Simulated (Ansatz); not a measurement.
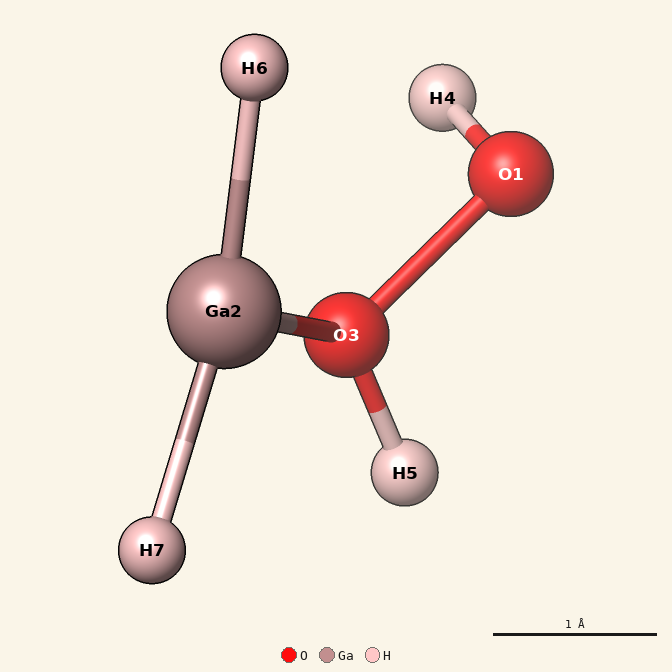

Orthographic view. Depth is shown by fading: the farther an atom, the more it takes the colour of the background. State: charge +1, singlet. The computed structure is the end point of a PBE-D4/def2-SVP optimisation. No frequency run is at hand to confirm it as a minimum.

Give the geometry as a Z-matrix, atoms in numerical order, with these reference atoms: 2 to 1; 3 to 1, 2; 4 to 1, 3, 2; 5 to 3, 1, 4; 6 to 2, 3, 5; 7 to 2, 6, 3.

```
O  
Ga   1   2.966
O    1   1.448   2    39.6
H    1   0.989   3   101.0   2  -120.2
H    3   0.989   1   104.6   4   103.6
H    2   1.543   3   102.5   5   155.1
H    2   1.549   6   157.6   3  -176.3
```
